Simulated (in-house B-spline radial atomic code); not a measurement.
# Pt⁺: density, ELF and screening along the radius

How do the shells of Pt⁺ show in real space, and how much do the settings move them?

Method: several methods, spin-polarised, as named in each step; spherical all-electron atom at the radial basis limit. Code: in-house B-spline radial atomic code version 1.

## 1. The system

| Quantity | Value |
| --- | --- |
| element | platinum (Z = 78) |
| charge | +1 |
| electrons | 77 |
| configuration | [Xe] 4f14 5d9 |
| nucleus | point (non-relativistic runs) or finite (X2C runs) |

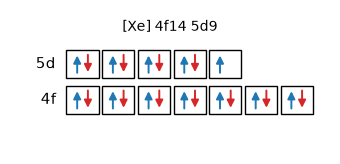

Occupation of the outer shells (arrows by Hund's rule).

Where spins are not typed, each open shell is filled with up spins first.

## 2. SCAN, non-rel.

Settings of the run:

```ini
Z = 78
electrons = 77.0
configuration = [Xe] 4f14 5d9
hamiltonian = nr
method = scan,scan
spin_polarised = True
```

Command:

```console
> python run_scf.py task.json out
```

The settings of every run stand in task.json; they run in order.

The program writes no log. Results of the run, from its result record (rounded, main fields):

```text
{
  "status": "converged",
  "scf [iteration, energy, orbital gradient]": [
    [1, -17335.8456293, 0.393],
    [2, -17335.8658795, 0.00461],
    [3, -17335.8665848, 0.00198],
    [4, -17335.8666321, 0.00062],
    [5, -17335.866628, 0.000506],
    [6, -17335.8666353, 0.000178],
    [7, -17335.8666364, 1.49e-05],
    [8, -17335.8666364, 3.85e-06],
    [9, -17335.8666364, 6.66e-07]
  ],
  "energy [hartree]": {"total": -17335.8666364, "kinetic": 17331.6144773, "nuclear": -41270.6210233, "coulomb": 6939.11058693, "xc": -335.970677382},
  "orbitals [hartree, bohr; first row names the columns]": [
    ["name", "occ", "eps", "<r>", "<r^2>", "<1/r>", "r_max", "density_at_nucleus", "spin_orbit_zeta"],
    ["1s up", 1.0, -2618.2212, 0.019413, 0.00050363, 77.446, 0.012882, 148940.0, "-"],
    ["1s down", 1.0, -2618.2211, 0.019413, 0.00050363, 77.446, 0.012882, 148940.0, "-"],
    ["2s up", 1.0, -436.67664, 0.081771, 0.0078374, 18.236, 0.069986, 16495.0, "-"],
    ["2s down", 1.0, -436.67538, 0.081771, 0.0078374, 18.236, 0.069986, 16495.0, "-"],
    ["2p up", 3.0, -419.41537, 0.069142, 0.0057882, 18.253, 0.054362, "-", 33.85],
    ["2p down", 3.0, -419.4138, 0.069142, 0.0057882, 18.253, 0.054362, "-", 33.85],
    ["3s up", 1.0, -102.33131, 0.2065, 0.048586, 7.0617, 0.19126, 3686.2, "-"],
    ["3s down", 1.0, -102.33051, 0.2065, 0.048585, 7.0618, 0.19126, 3686.3, "-"],
    ["3p up", 3.0, -94.161003, 0.19699, 0.044844, 7.0025, 0.18007, "-", 7.3185],
    ["3p down", 3.0, -94.16017, 0.19699, 0.044843, 7.0026, 0.18007, "-", 7.3186],
    ["3d up", 5.0, -78.975195, 0.17238, 0.034695, 6.9248, 0.14204, "-", 1.1711],
    ["3d down", 5.0, -78.973764, 0.17238, 0.034695, 6.9248, 0.14204, "-", 1.1711],
    ["4s up", 1.0, -21.810296, 0.45558, 0.23375, 3.0774, 0.42786, 906.74, "-"],
    ["4s down", 1.0, -21.807922, 0.45559, 0.23375, 3.0771, 0.4279, 906.52, "-"],
    ["4p up", 3.0, -18.282802, 0.46066, 0.24077, 2.984, 0.42769, "-", 1.7068],
    ["4p down", 3.0, -18.280199, 0.46066, 0.24077, 2.9838, 0.42773, "-", 1.7065],
    ["4d up", 5.0, -11.848614, 0.47079, 0.25583, 2.7962, 0.42153, "-", 0.23858],
    ["4d down", 5.0, -11.84537, 0.47076, 0.25578, 2.7961, 0.42157, "-", 0.23856],
    ["5s up", 1.0, -3.3201221, 1.0567, 1.253, 1.2509, 0.95832, 167.86, "-"],
    ["5s down", 1.0, -3.2913998, 1.0548, 1.2487, 1.254, 0.95661, 168.94, "-"],
    ["5p up", 3.0, -2.2259946, 1.1536, 1.5061, 1.1369, 1.0215, "-", 0.2719],
    ["5p down", 3.0, -2.1952931, 1.1521, 1.5028, 1.1394, 1.02, "-", 0.27361],
    ["4f up", 7.0, -3.3323882, 0.50349, 0.30727, 2.4357, 0.38029, "-", 0.038177],
    ["4f down", 7.0, -3.3278999, 0.50311, 0.30664, 2.4367, 0.38028, "-", 0.038205],
    ["5d up", 5.0, -0.56156774, 1.6001, 3.0397, 0.8221, 1.2397, "-", 0.020736],
    ["5d down", 4.0, -0.53266838, 1.6126, 3.0984, 0.81805, 1.2385, "-", 0.020577]
  ],
  "sum_r [bohr^k]": {"-1": 529.1105, "1": 42.84439, "2": 48.65296},
  "density_at_nucleus [bohr^-3]": 340383.2,
  "spin_density_at_nucleus [bohr^-3]": -0.9347,
  "mass_velocity [hartree]": -3139.759,
  "darwin [hartree]": 2220.819,
  "radius_at_0.001 [bohr]": 3.768,
  "radius_enclosing_fraction [bohr]": {"0.5": 0.3835, "0.9": 1.331, "0.99": 2.62},
  "slater [hartree]": {
    "F0(5p up,5p up)": 0.7803,
    "F2(5p up,5p up)": 0.42077,
    "F0(5p up,5p down)": 0.78084,
    "F2(5p up,5p down)": 0.42092,
    "F0(5p up,5d up)": 0.64982,
    "F2(5p up,5d up)": 0.32171,
    "G1(5p up,5d up)": 0.39354,
    "G3(5p up,5d up)": 0.24238,
    "F0(5p up,5d down)": 0.64717,
    "F2(5p up,5d down)": 0.31944,
    "F0(5p down,5p down)": 0.78138,
    "F2(5p down,5p down)": 0.42107,
    "F0(5p down,5d up)": 0.6501,
    "F2(5p down,5d up)": 0.32153,
    "F0(5p down,5d down)": 0.64744,
    "F2(5p down,5d down)": 0.31926,
    "G1(5p down,5d down)": 0.39006,
    "G3(5p down,5d down)": 0.24003,
    "F0(5d up,5d up)": 0.56802,
    "F2(5d up,5d up)": 0.28992,
    "F4(5d up,5d up)": 0.19034,
    "F0(5d up,5d down)": 0.56606,
    "F2(5d up,5d down)": 0.28841,
    "F4(5d up,5d down)": 0.1892,
    "F0(5d down,5d down)": 0.56411,
    "F2(5d down,5d down)": 0.28692,
    "F4(5d down,5d down)": 0.18808
  }
}
```

Wall time 0.17 s (1 thread, shared host).

radius_at_0.001 is where the density falls to 0.001 electrons per bohr³. Meta-GGA runs start from a PBE run whose iterations are not counted.

The record's radial tables, every 2nd point:

| r (bohr) | 4πr²n (1/bohr) | ELF | screened charge r·V (e) | reduced gradient s | 4πr²(n↑−n↓) |
| --- | --- | --- | --- | --- | --- |
| 0.00329 | 27.73 | 0.9985 | 76.28 | 0.4271 | -0.00008 |
| 0.00504 | 49.60 | 0.9969 | 75.40 | 0.4653 | -0.0001357 |
| 0.00771 | 76.96 | 0.9905 | 74.11 | 0.5264 | -0.0002133 |
| 0.0118 | 97.70 | 0.9516 | 72.27 | 0.6175 | -0.0002859 |
| 0.0181 | 97.63 | 0.6869 | 69.69 | 0.6909 | -0.0002937 |
| 0.0276 | 92.58 | 0.3317 | 66.19 | 0.4952 | 0.0004352 |
| 0.0423 | 120.2 | 0.5700 | 61.39 | 0.2686 | 0.007098 |
| 0.0648 | 138.9 | 0.6914 | 55.19 | 0.4041 | 0.03549 |
| 0.0991 | 114.8 | 0.3731 | 47.69 | 0.3572 | 0.07650 |
| 0.152 | 130.6 | 0.6636 | 38.83 | 0.2692 | 0.03431 |
| 0.232 | 86.84 | 0.4066 | 29.62 | 0.4811 | 0.01517 |
| 0.355 | 83.64 | 0.5802 | 20.19 | 0.1695 | 0.1617 |
| 0.544 | 57.83 | 0.6196 | 12.20 | 0.5291 | -0.002782 |
| 0.832 | 21.71 | 0.3164 | 6.885 | 0.4359 | 0.3338 |
| 1.27 | 14.66 | 0.7008 | 3.202 | 0.5272 | 0.8033 |
| 1.95 | 4.547 | 0.3780 | 1.490 | 1.006 | 0.3947 |
| 2.98 | 0.7246 | 0.07622 | 1.057 | 2.105 | 0.06260 |
| 4.56 | 0.04210 | 0.003422 | 1.002 | 6.757 | 0.001809 |

## 3. LDA (VWN5), X2C

Settings of the run:

```ini
Z = 78
electrons = 77.0
configuration = [Xe] 4f14 5d9
hamiltonian = x2c
method = lda,vwn
spin_polarised = True
nucleus = fermi
rms_radius = 5.427
mass_number = 195
atomic_mass = 194.964794325
speed_of_light = 137.035999084
```

From the record:

```text
{
  "status": "converged",
  "iterations": 10,
  "energy [hartree]": {"total": -18404.2956979, "kinetic": 21057.8576614, "nuclear": -46282.7319983, "coulomb": 7170.24460075, "xc": -349.665961718},
  "orbitals [hartree, bohr; first row names the columns]": [
    ["name", "occ", "eps", "<r>"],
    ["1s up", 1.0, -2869.0784, 0.016329],
    ["1s down", 1.0, -2869.0784, 0.016329],
    ["2s up", 1.0, -504.26063, 0.071565],
    ["2s down", 1.0, -504.25833, 0.071565],
    ["2p up", 3.0, -439.21717, 0.064623],
    ["2p down", 3.0, -439.21524, 0.064623],
    ["3s up", 1.0, -118.69057, 0.18676],
    ["3s down", 1.0, -118.68942, 0.18676],
    ["3p up", 3.0, -99.633532, 0.18743],
    ["3p down", 3.0, -99.632312, 0.18743],
    ["3d up", 5.0, -78.0323, 0.17044],
    ["3d down", 5.0, -78.030544, 0.17044],
    ["4s up", 1.0, -25.717131, 0.41545],
    ["4s down", 1.0, -25.71476, 0.41545],
    ["4p up", 3.0, -19.424864, 0.44128],
    ["4p down", 3.0, -19.42248, 0.44127],
    ["4d up", 5.0, -11.547451, 0.46872],
    ["4d down", 5.0, -11.544628, 0.46867],
    ["5s up", 1.0, -4.0515548, 0.95364],
    ["5s down", 1.0, -4.0358665, 0.95279],
    ["5p up", 3.0, -2.3931088, 1.1029],
    ["5p down", 3.0, -2.3743161, 1.1019],
    ["4f up", 7.0, -2.8937561, 0.51673],
    ["4f down", 7.0, -2.8896983, 0.51632],
    ["5d up", 5.0, -0.54532479, 1.6448],
    ["5d down", 4.0, -0.52539124, 1.6538]
  ],
  "sum_r [bohr^k]": {"-1": 615.7089, "1": 42.52294, "2": 49.02668}
}
```

Wall time 0.16 s (1 thread, shared host).

Fields along the radius, from the same record (one point in 4):

| r (bohr) | 4πr²n (1/bohr) | ELF | screened charge r·V (e) | reduced gradient s | 4πr²(n↑−n↓) |
| --- | --- | --- | --- | --- | --- |
| 0.00332 | 61.92 | 0.9985 | 76.04 | 0.6842 | -0.0001324 |
| 0.00778 | 107.6 | 0.9819 | 73.70 | 0.6804 | -0.0002226 |
| 0.0183 | 97.54 | 0.4668 | 69.13 | 0.7074 | -0.0002142 |
| 0.0429 | 137.7 | 0.6919 | 60.59 | 0.3047 | 0.008799 |
| 0.101 | 113.5 | 0.3587 | 46.81 | 0.2843 | 0.07281 |
| 0.236 | 79.73 | 0.3251 | 28.95 | 0.4641 | 0.01944 |
| 0.554 | 53.34 | 0.5536 | 11.81 | 0.5367 | -0.005500 |
| 1.30 | 13.10 | 0.6305 | 3.076 | 0.5845 | 0.7508 |
| 3.05 | 0.7219 | 0.07993 | 1.060 | 2.039 | 0.06841 |

## 4. PBE, X2C

The settings differ from step 3 so:

```diff
@@ -4,3 +4,3 @@
 hamiltonian = x2c
-method = lda,vwn
+method = pbe,pbe
 spin_polarised = True
```

From the record:

```text
{
  "status": "converged",
  "iterations": 10,
  "energy [hartree]": {"total": -18415.6737337, "kinetic": 21079.8919496, "nuclear": -46305.7160446, "coulomb": 7171.31552894, "xc": -361.165167707},
  "orbitals [hartree, bohr; first row names the columns]": [
    ["name", "occ", "eps", "<r>"],
    ["1s up", 1.0, -2871.7562, 0.016315],
    ["1s down", 1.0, -2871.7562, 0.016315],
    ["2s up", 1.0, -504.66989, 0.071513],
    ["2s down", 1.0, -504.66752, 0.071513],
    ["2p up", 3.0, -439.32064, 0.064606],
    ["2p down", 3.0, -439.31874, 0.064606],
    ["3s up", 1.0, -118.79851, 0.18658],
    ["3s down", 1.0, -118.79767, 0.18658],
    ["3p up", 3.0, -99.654554, 0.18732],
    ["3p down", 3.0, -99.653606, 0.18732],
    ["3d up", 5.0, -78.020179, 0.1704],
    ["3d down", 5.0, -78.018492, 0.1704],
    ["4s up", 1.0, -25.763572, 0.41514],
    ["4s down", 1.0, -25.761336, 0.41514],
    ["4p up", 3.0, -19.446192, 0.44096],
    ["4p down", 3.0, -19.444121, 0.44096],
    ["4d up", 5.0, -11.546384, 0.46844],
    ["4d down", 5.0, -11.543997, 0.4684],
    ["5s up", 1.0, -4.0362168, 0.95501],
    ["5s down", 1.0, -4.0198831, 0.9539],
    ["5p up", 3.0, -2.3818099, 1.1043],
    ["5p down", 3.0, -2.3613691, 1.1029],
    ["4f up", 7.0, -2.8750075, 0.51672],
    ["4f down", 7.0, -2.8714025, 0.51628],
    ["5d up", 5.0, -0.5358687, 1.6433],
    ["5d down", 4.0, -0.51317946, 1.653]
  ],
  "sum_r [bohr^k]": {"-1": 616.0608, "1": 42.51478, "2": 49.02373}
}
```

Wall time 0.17 s (1 thread, shared host).

The record's radial tables, every 4th point:

| r (bohr) | 4πr²n (1/bohr) | ELF | screened charge r·V (e) | reduced gradient s | 4πr²(n↑−n↓) |
| --- | --- | --- | --- | --- | --- |
| 0.00331 | 61.89 | 0.9985 | 76.04 | 0.6849 | -0.0001562 |
| 0.00778 | 107.7 | 0.9819 | 73.70 | 0.6808 | -0.0002640 |
| 0.0183 | 97.51 | 0.4660 | 69.13 | 0.7077 | -0.0003062 |
| 0.0429 | 137.8 | 0.6925 | 60.59 | 0.3046 | 0.008505 |
| 0.101 | 113.4 | 0.3584 | 46.81 | 0.2838 | 0.07237 |
| 0.236 | 79.58 | 0.3242 | 28.95 | 0.4654 | 0.01937 |
| 0.554 | 53.34 | 0.5538 | 11.81 | 0.5385 | -0.007574 |
| 1.30 | 13.15 | 0.6325 | 3.071 | 0.5837 | 0.7588 |
| 3.05 | 0.7139 | 0.07875 | 1.061 | 2.040 | 0.06644 |

## 5. Hartree-Fock, X2C

The settings differ from step 4 so:

```diff
@@ -4,3 +4,3 @@
 hamiltonian = x2c
-method = pbe,pbe
+method = hf
 spin_polarised = True
```

From the record:

```text
{
  "status": "converged",
  "iterations": 11,
  "energy [hartree]": {"total": -18410.0435863, "kinetic": 21072.0844039, "nuclear": -46303.1690481, "coulomb": 7176.52328871, "exact_exchange": -355.482230859},
  "orbitals [hartree, bohr; first row names the columns]": [
    ["name", "occ", "eps", "<r>"],
    ["1s up", 1.0, -2896.8832, 0.016309],
    ["1s down", 1.0, -2896.8835, 0.016309],
    ["2s up", 1.0, -514.59299, 0.071454],
    ["2s down", 1.0, -514.58818, 0.071453],
    ["2p up", 3.0, -447.7082, 0.064625],
    ["2p down", 3.0, -447.70318, 0.064624],
    ["3s up", 1.0, -123.56695, 0.18618],
    ["3s down", 1.0, -123.56584, 0.18618],
    ["3p up", 3.0, -103.67518, 0.18707],
    ["3p down", 3.0, -103.67377, 0.18706],
    ["3d up", 5.0, -81.165874, 0.17045],
    ["3d down", 5.0, -81.161608, 0.17046],
    ["4s up", 1.0, -28.101302, 0.41509],
    ["4s down", 1.0, -28.095725, 0.41511],
    ["4p up", 3.0, -21.437381, 0.44018],
    ["4p down", 3.0, -21.431558, 0.4402],
    ["4d up", 5.0, -13.012239, 0.46751],
    ["4d down", 5.0, -13.002988, 0.46777],
    ["5s up", 1.0, -4.7274654, 0.97191],
    ["5s down", 1.0, -4.6779492, 0.96874],
    ["5p up", 3.0, -2.9040218, 1.1165],
    ["5p down", 3.0, -2.8305258, 1.1128],
    ["4f up", 7.0, -3.6505338, 0.5131],
    ["4f down", 7.0, -3.6445194, 0.51213],
    ["5d up", 5.0, -0.73398823, 1.6128],
    ["5d down", 4.0, -0.69477276, 1.6328]
  ],
  "sum_r [bohr^k]": {"-1": 615.9963, "1": 42.31075, "2": 48.069}
}
```

Wall time 0.27 s (1 thread, shared host).

The record's radial tables, every 4th point:

| r (bohr) | 4πr²n (1/bohr) | ELF | screened charge r·V (e) | reduced gradient s | 4πr²(n↑−n↓) |
| --- | --- | --- | --- | --- | --- |
| 0.00330 | 61.66 | 0.9985 | 76.05 | 0.6844 | -0.0003901 |
| 0.00775 | 107.6 | 0.9823 | 73.72 | 0.6799 | -0.0006511 |
| 0.0182 | 97.63 | 0.4712 | 69.17 | 0.7110 | -0.0009843 |
| 0.0426 | 137.3 | 0.6892 | 60.68 | 0.3022 | 0.007325 |
| 0.0998 | 112.9 | 0.3520 | 47.03 | 0.2932 | 0.07842 |
| 0.234 | 80.28 | 0.3313 | 29.12 | 0.4755 | 0.008088 |
| 0.549 | 54.81 | 0.5678 | 11.90 | 0.5356 | -0.01702 |
| 1.29 | 13.55 | 0.6498 | 3.068 | 0.5673 | 0.8219 |
| 3.02 | 0.6968 | 0.07549 | 1.054 | 2.119 | 0.05235 |

## 6. AM05, X2C

The settings differ from step 5 so:

```diff
@@ -4,3 +4,3 @@
 hamiltonian = x2c
-method = hf
+method = am05
 spin_polarised = True
```

From the record:

```text
{
  "status": "converged",
  "iterations": 10,
  "energy [hartree]": {"total": -18404.925312, "kinetic": 21060.4660467, "nuclear": -46285.8111744, "coulomb": 7170.73400391, "xc": -350.3141882},
  "orbitals [hartree, bohr; first row names the columns]": [
    ["name", "occ", "eps", "<r>"],
    ["1s up", 1.0, -2869.2499, 0.016327],
    ["1s down", 1.0, -2869.2499, 0.016327],
    ["2s up", 1.0, -504.29441, 0.071558],
    ["2s down", 1.0, -504.2921, 0.071557],
    ["2p up", 3.0, -439.1688, 0.064626],
    ["2p down", 3.0, -439.16689, 0.064626],
    ["3s up", 1.0, -118.6935, 0.18674],
    ["3s down", 1.0, -118.69239, 0.18673],
    ["3p up", 3.0, -99.614359, 0.18742],
    ["3p down", 3.0, -99.613175, 0.18742],
    ["3d up", 5.0, -78.01542, 0.17044],
    ["3d down", 5.0, -78.013655, 0.17044],
    ["4s up", 1.0, -25.713889, 0.4154],
    ["4s down", 1.0, -25.711643, 0.4154],
    ["4p up", 3.0, -19.415522, 0.44124],
    ["4p down", 3.0, -19.413321, 0.44124],
    ["4d up", 5.0, -11.535964, 0.46866],
    ["4d down", 5.0, -11.533354, 0.46861],
    ["5s up", 1.0, -4.0378339, 0.95441],
    ["5s down", 1.0, -4.0219708, 0.95345],
    ["5p up", 3.0, -2.381826, 1.1038],
    ["5p down", 3.0, -2.3624138, 1.1025],
    ["4f up", 7.0, -2.8794556, 0.51673],
    ["4f down", 7.0, -2.8755878, 0.5163],
    ["5d up", 5.0, -0.535574, 1.6409],
    ["5d down", 4.0, -0.51389353, 1.6496]
  ],
  "sum_r [bohr^k]": {"-1": 615.7609, "1": 42.49159, "2": 48.8885}
}
```

Wall time 0.17 s (1 thread, shared host).

Fields along the radius, from the same record (one point in 4):

| r (bohr) | 4πr²n (1/bohr) | ELF | screened charge r·V (e) | reduced gradient s | 4πr²(n↑−n↓) |
| --- | --- | --- | --- | --- | --- |
| 0.00331 | 61.77 | 0.9985 | 76.04 | 0.6847 | -0.0001411 |
| 0.00777 | 107.5 | 0.9820 | 73.71 | 0.6804 | -0.0002404 |
| 0.0182 | 97.67 | 0.4722 | 69.17 | 0.7100 | -0.0002731 |
| 0.0428 | 137.5 | 0.6907 | 60.62 | 0.3039 | 0.008533 |
| 0.100 | 113.1 | 0.3544 | 47.00 | 0.2923 | 0.07223 |
| 0.236 | 79.71 | 0.3250 | 28.95 | 0.4644 | 0.01940 |
| 0.553 | 53.58 | 0.5560 | 11.83 | 0.5361 | -0.006097 |
| 1.30 | 13.14 | 0.6319 | 3.066 | 0.5831 | 0.7531 |
| 3.05 | 0.7088 | 0.07812 | 1.059 | 2.062 | 0.06692 |

## 7. Results

| run | total energy (hartree) | highest level (eV) | radius holding 50 / 90 / 99 % (bohr) | radius at n = 0.001 (bohr) | ELF minima on the full grid (bohr) |
| --- | --- | --- | --- | --- | --- |
| SCAN, non-rel. | -17335.8666 | -14.495 | 0.384 / 1.33 / 2.62 | 3.77 | 0.028, 0.099, 0.29, 0.83 |
| LDA (VWN5), X2C | -18404.2957 | -14.297 | 0.378 / 1.31 / 2.70 | 3.85 | 0.023, 0.10, 0.24, 0.69 |
| PBE, X2C | -18415.6737 | -13.964 | 0.378 / 1.31 / 2.69 | 3.85 | 0.023, 0.10, 0.24, 0.69 |
| Hartree-Fock, X2C | -18410.0436 | -18.906 | 0.378 / 1.31 / 2.64 | 3.79 | 0.022, 0.100, 0.23, 0.68 |
| AM05, X2C | -18404.9253 | -13.984 | 0.378 / 1.31 / 2.69 | 3.84 | 0.023, 0.10, 0.24, 0.69 |

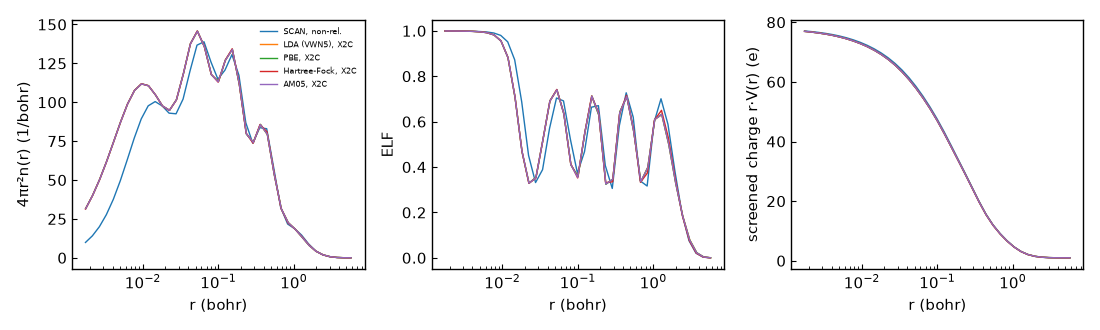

Radial density, ELF and screened nuclear charge of all runs.

In the first run ELF has 4 minima on the grid, which mark the borders between shells. On the record's full grid the screened charge (r times the electrostatic potential) falls from 77.9 near the nucleus to 1.00 at 5.6 bohr; far out it tends to the net charge, 1. The radius that holds 99 % of the electrons runs from 2.62 bohr (SCAN, non-rel.) to 2.70 bohr (LDA (VWN5), X2C). The grid is coarse (about 24 % a step), so the places of minima are rough. For X2C runs ELF uses the non-relativistic kinetic energy density, and the fields carry no picture-change correction.
